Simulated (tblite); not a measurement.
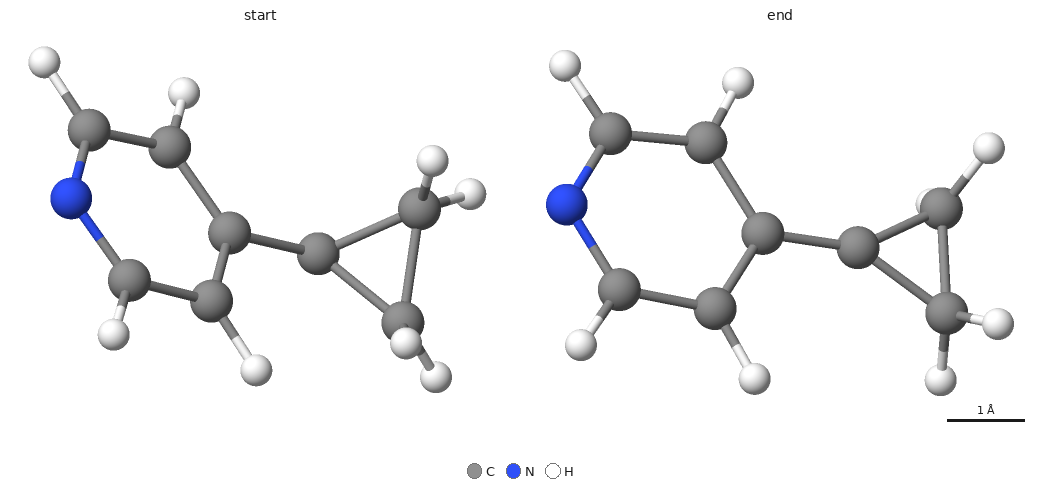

The structure of C8H8N (multiplicity 2) before (left) and after (right) a relaxation, at one scale.

Style: ball-and-stick. Shown at a tilt.

Level of theory: GFN2-xTB geometry optimisation, gas phase in tblite 0.8.0. 

> Summarise the run.

The largest move after the best rigid fit is that of an H atom, 0.98 Å. By element the largest moves are H 0.98 Å, C 0.81 Å, N 0.42 Å. Among the contacts that change: C–C 1.503 → 1.369 Å, C–C 1.513 → 1.457 Å, C–C 1.373 → 1.424 Å, C–H 1.107 → 1.083 Å. Bond angles that change, for instance: C–C–C 118.6° → 148.5°, C–C–C 120.6° → 148.6°, N–C–H 123.5° → 115.0°. After 74 geometry steps the energy has fallen by 0.991 eV.
